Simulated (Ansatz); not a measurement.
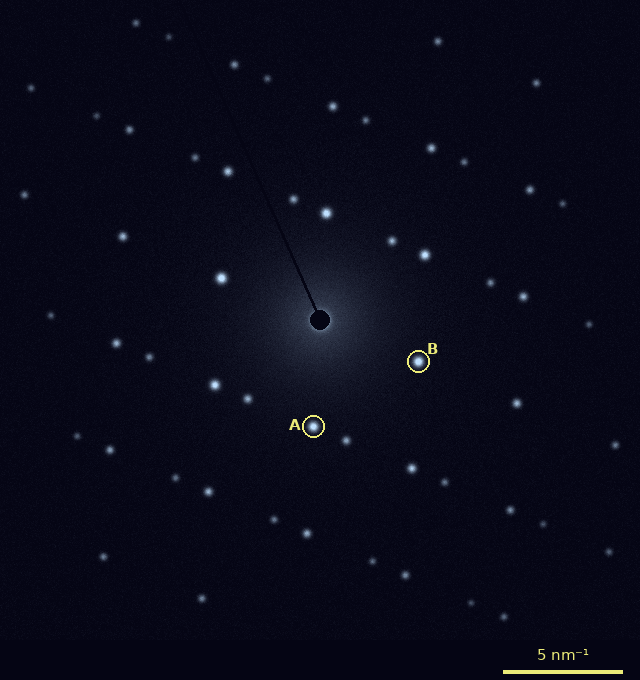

The pattern is a kinematic simulation for 200 kV electrons (no multiple scattering; isotropic B = 0.3 Å²). Two individuals of a reflection twin are superposed (a geometric construction: whether this twin forms is not tested; the second individual is smaller and so fainter). Crystal: Pd, space group Fm-3m (No. 225), a = 3.839 Å, zone axis [110]. Structure: the input geometry of an electronic-structure calculation (not necessarily at equilibrium).

In the first individual spot A is -1 1 -1 and spot B is -1 1 1.

On which plane is the crystal twinned?

(1-1-1). The spot positions of the combined pattern are mirror-symmetric about the row through 1 -1 -1 (d = 2.216 Å), which both individuals share, while a single individual has only symmetry 2mm without that mirror line. Friedel's law adds the mirror line at right angles, so a twin on (1-12) would give the same picture; the more widely spaced plane was used.

Which other reflections coincide?

Off the common row, 2 -2 4 and their kin fall on spots of the second individual; about 18 % of the first individual's visible spots are shared.
